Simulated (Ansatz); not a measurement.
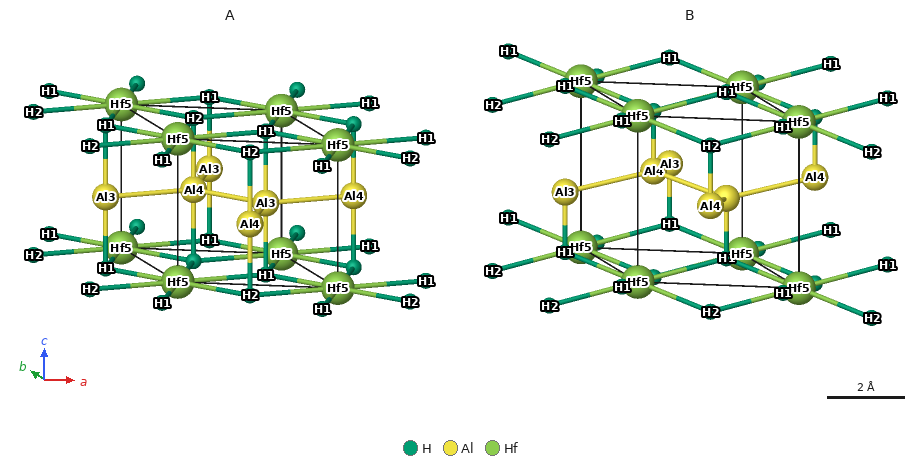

Two geometries of crystalline HfAl2H2 (a generated structure, set up in P-3m1), drawn at one scale. One is the start of a relaxation, the other its converged end. The picture is a ball-and-stick view of the cell of the calculation, reduced to other axes, seen slightly off an axis. Lengths and directions refer to the drawn axes.

Method: DFT, PAW plane waves, PBE, spin-orbit (Ansatz 0.2.0). Set-up: plane-wave cutoff 420 eV; k-point mesh 5 × 5 × 4; occupations fermi dirac; smearing width 0.0386 eV; spin-orbit; potentials kind: paw_fr; cell and atoms relaxed; force threshold 0.03 eV/Å; at most 40 steps.

### Which one is relaxed?

Structure A is the relaxed one. The start is a swapped structure. Over 7 accepted moves (9 points after the start) the energy falls by 193 meV per atom. Largest force component: 1.8 eV/Å at the start, 0.0005 eV/Å at the end. Pressure: −5.04 GPa at the start and 0.00 GPa at the end. The SCF was repeated twice at an unchanged geometry on a basis and grid sized afresh for the cell, which shifted the energy by 0.6 meV per atom at most. The largest moves relative to the cell, 0.38 Å, are those of H1 and H2. H2 goes along +c. By element the largest moves are H 0.38 Å, Al 0.16 Å. Hf stays in place. Cell: a = b 4.278 → 4.250 Å (−0.7 %), c 4.464 → 3.844 Å (−13.9 %). Volume −15.0 %. Some distances before and after: H1–Al3 2.851 → 1.922 Å, H1–Al3 (another image) 1.613 → 1.923 Å, H1–Hf5 2.508 → 2.454 Å, Al3–Al4 2.497 → 2.454 Å. Bond angles that change, for instance: Al3–H1–Hf5 100.0° → 90.0°, H1–Al3–Al4 98.4° → 90.0°, Hf5–H1–Hf5 117.0° → 120.0°. The space group (tolerance 0.01 Å) goes from P-3m1 (No. 164) to P6/mmm (No. 191).
